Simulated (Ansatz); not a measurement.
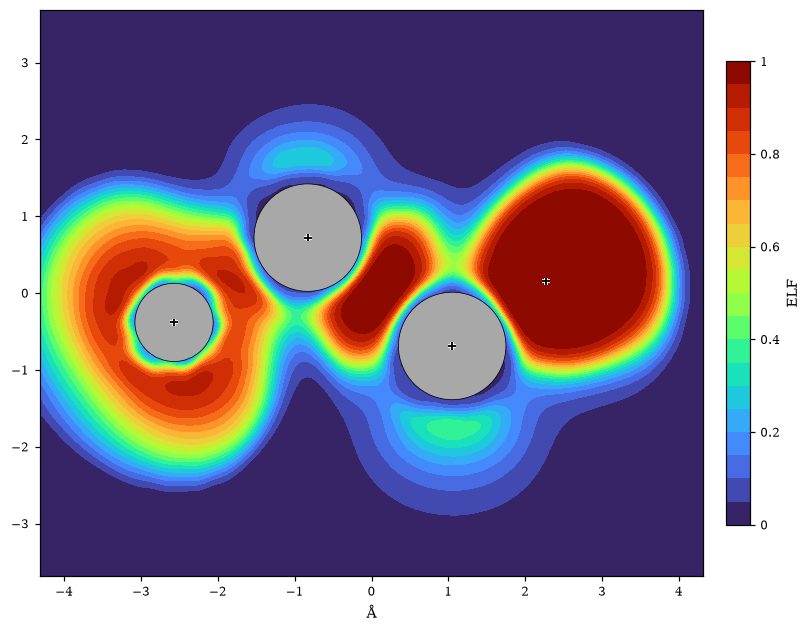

The electron localisation function on a plane through atoms (crosses mark nuclei in the plane; grey discs cover the cores).

Theory: Hartree-Fock, Gaussian basis def2-SVP in Ansatz.

Candidates:
A. Cl$_{3}$H$_{3}$Si$_{2}$ (SMILES [Si](Cl)(Cl)(Cl)[SiH3])
B. FH$_{5}$Si$_{2}$ (SMILES [SiH2]([SiH3])F)

Q: Which system is this?

A: Candidate A: Cl$_{3}$H$_{3}$Si$_{2}$ on the plane of atoms Cl4, Si1 and Si5, which holds Si, Cl and H. Si–Cl (2.06 Å): the ELF peaks at about 0.90 between the atoms, as expected for a polar covalent bond. Si–Si (2.35 Å): the ELF peaks at about 1 between the atoms: a covalent bond.
